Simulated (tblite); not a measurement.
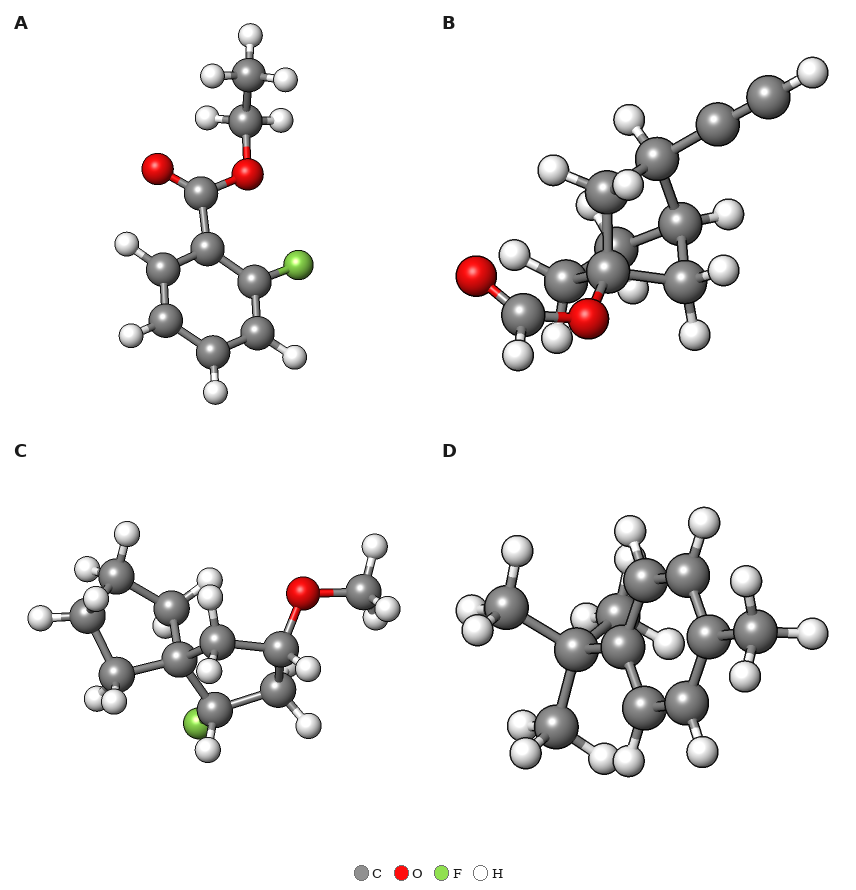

The picture comes from a calculation with tblite.

```xyz
29
charge 0, multiplicity 1
C     3.2508    1.3829    0.9148
O     1.8997    1.0120    1.0009
C     1.6288   -0.3056    0.5699
C     1.6946   -0.4611   -0.9658
C     0.3449   -1.0515   -1.3657
F     0.0065   -0.7050   -2.6555
C    -0.6426   -0.5130   -0.3238
C    -1.9873   -1.2375   -0.2802
C    -2.8818   -0.2873    0.5124
C    -2.4141    1.1222    0.1128
C    -1.0496    0.9462   -0.5751
C     0.1815   -0.6508    0.9611
H     3.6083    1.3962   -0.1210
H     3.3207    2.3860    1.3311
H     3.8855    0.7012    1.4953
H     2.3421   -0.9882    1.0585
H     1.7830    0.5241   -1.4260
H     2.5300   -1.0774   -1.2938
H     0.3604   -2.1490   -1.3489
H    -2.3626   -1.3456   -1.2995
H    -1.9189   -2.2266    0.1726
H    -2.7296   -0.4482    1.5801
H    -3.9375   -0.4462    0.2972
H    -3.1263    1.5867   -0.5685
H    -2.3323    1.7644    0.9889
H    -1.1468    1.1107   -1.6484
H    -0.3014    1.6344   -0.1870
H    -0.1570    0.0280    1.7397
H     0.1311   -1.6740    1.3350
```

> Which picture belongs to the input above?

C. The file holds C10H17FO, `CO[C@@H]1C[C@H](F)C2(CCCC2)C1`.
